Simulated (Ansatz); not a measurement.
**C14H10 (ant) (charge +2): density, localisation and related maps**

```yaml
atoms:
  - { symbol: C, position_ang: [3.7328, 0.2624, -0.3114] }
  - { symbol: C, position_ang: [3.6176, -0.9266, 0.4032] }
  - { symbol: C, position_ang: [2.3391, -1.4277, 0.7560] }
  - { symbol: C, position_ang: [1.1728, -0.7290, 0.3875] }
  - { symbol: C, position_ang: [-0.1168, -1.2092, 0.7271] }
  - { symbol: C, position_ang: [-1.2918, -0.5090, 0.3554] }
  - { symbol: C, position_ang: [-2.5725, -0.9891, 0.6922] }
  - { symbol: C, position_ang: [-3.7325, -0.2706, 0.3072] }
  - { symbol: C, position_ang: [-3.6171, 0.9180, -0.4079] }
  - { symbol: C, position_ang: [-2.3384, 1.4207, -0.7575] }
  - { symbol: C, position_ang: [-1.1721, 0.7237, -0.3859] }
  - { symbol: C, position_ang: [0.1175, 1.2048, -0.7239] }
  - { symbol: C, position_ang: [1.2925, 0.5040, -0.3532] }
  - { symbol: C, position_ang: [2.5729, 0.9831, -0.6923] }
  - { symbol: H, position_ang: [4.7194, 0.6475, -0.5832] }
  - { symbol: H, position_ang: [4.5131, -1.4813, 0.6964] }
  - { symbol: H, position_ang: [2.2630, -2.3636, 1.3176] }
  - { symbol: H, position_ang: [-0.2075, -2.1442, 1.2904] }
  - { symbol: H, position_ang: [-2.6778, -1.9221, 1.2541] }
  - { symbol: H, position_ang: [-4.7193, -0.6574, 0.5760] }
  - { symbol: H, position_ang: [-4.5125, 1.4710, -0.7045] }
  - { symbol: H, position_ang: [-2.2621, 2.3561, -1.3200] }
  - { symbol: H, position_ang: [0.2085, 2.1408, -1.2856] }
  - { symbol: H, position_ang: [2.6781, 1.9165, -1.2534] }
```

Computed with DFT PBE0, Gaussian basis def2-TZVP in Ansatz.

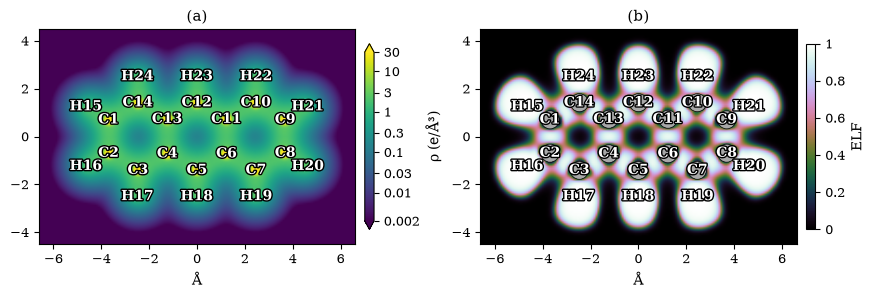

Figure 1. (a) electron density; (b) ELF on the molecular plane. Grey discs cover the atomic cores in the ELF map.

Question: Interpret the plot.

Answer:
- The section cuts through C and H sites.
- C–C (1.39 Å): the density is about 2.2 e/Å³ at the midpoint; the ELF peaks at about 0.95 between the atoms, as expected for a covalent bond.
- C–H (1.09 Å): ρ is about 2.1 e/Å³ halfway; the ELF climbs to about 1 towards the hydrogen, as it does in any bond to H; an ordinary covalent bond to hydrogen.
- C–C (1.44 Å): ρ at the midpoint is about 2 e/Å³; the ELF peaks at about 0.95 between the atoms; a covalent bond.

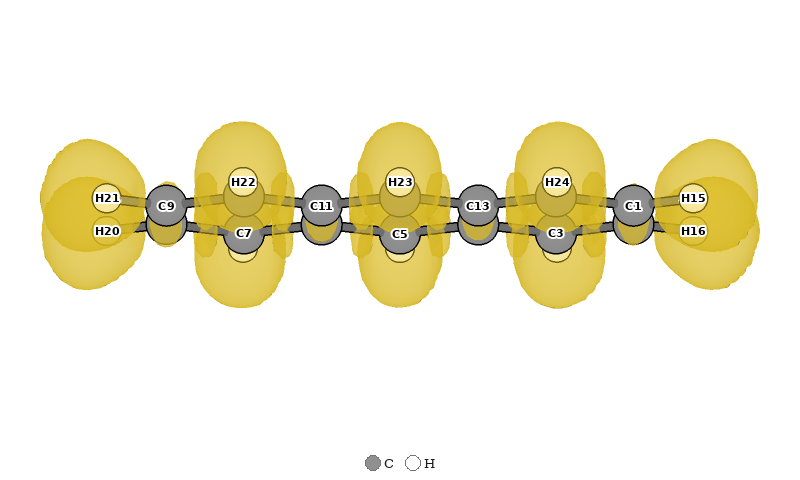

Figure 2. Isosurface of the electron localisation function at 0.9 (yellow), seen from one side. Core shells and regions of very low density are left out.

Question: Identify the bonds, lone pairs and shells in this picture.

Answer: The ELF exceeds this value in 16 regions between bonded C–C atoms (shared pairs) and ten regions around hydrogen nuclei.

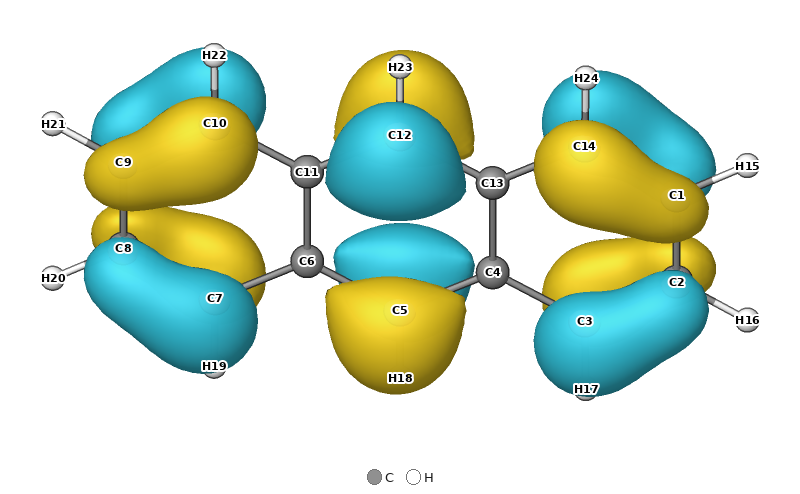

Figure 3. The LUMO at ±0.1 Å⁻³ᐟ² (yellow and cyan are the two phases), seen at a tilt.

Question: Describe this orbital and give its energy.

Answer: Its weight (Hirshfeld) is mainly on C5 (about 15 %), C12 (about 15 %), C7 (about 10 %), C3 (about 10 %), C10 (about 10 %) and C14 (about 10 %); it changes sign across the molecular plane (π type); it is gerade (even under inversion). Its energy is −13.19 eV.
